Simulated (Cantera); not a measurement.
Feed: 1 mol MgO, a varied amount of C, 0.029 mol H2, held at 2500 K and 1.33 mbar.

Method: chemical equilibrium by Gibbs-energy minimisation in Cantera with the NASA 1993 tables (ideal gas, pure condensed phases). Candidate condensed phases: C, C6H6, C7H8, C8H18, H2O, Mg, MgCO3, MgO, Mg(OH)2; 116 gas species. The tables' values for MgH are old estimates; treat these amounts as uncertain. The numbers say what is thermodynamically allowed, not how fast it happens.

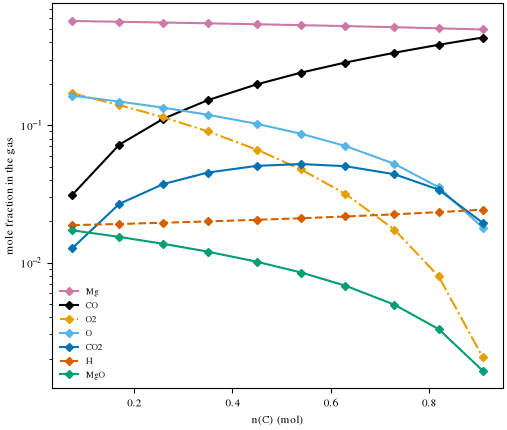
*Equilibrium gas composition (values under 1e-9 drawn at 1e-9)*

Task: Read off the mole fractions at 0.17 mol C.

Result: Mg about 0.57, O about 0.15, O2 about 0.14, CO about 0.072, CO2 about 0.027, H about 0.019, MgO about 0.015.
